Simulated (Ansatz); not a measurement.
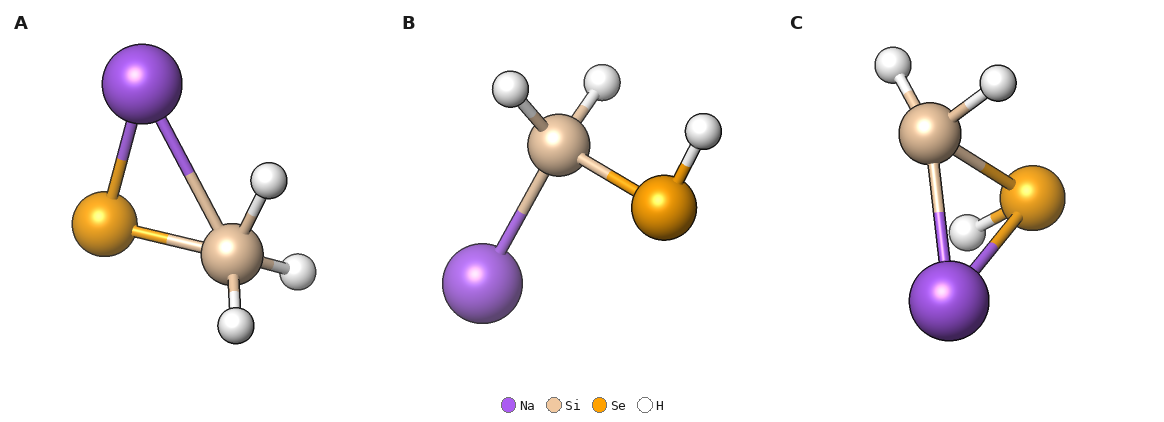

3 stationary structures of one formula. Geometries: PBE-D4/def2-SVP. Electronic energies: PBE-D4/def2-SVP (Ansatz 0.2.0), without zero-point energy. No frequency run is at hand to confirm each as a minimum.

### Which is lowest in energy, and by how much?

A is lowest (Cs); C lies 111.5 kJ/mol above it (C1), B lies 120.1 kJ/mol above it (Cs).
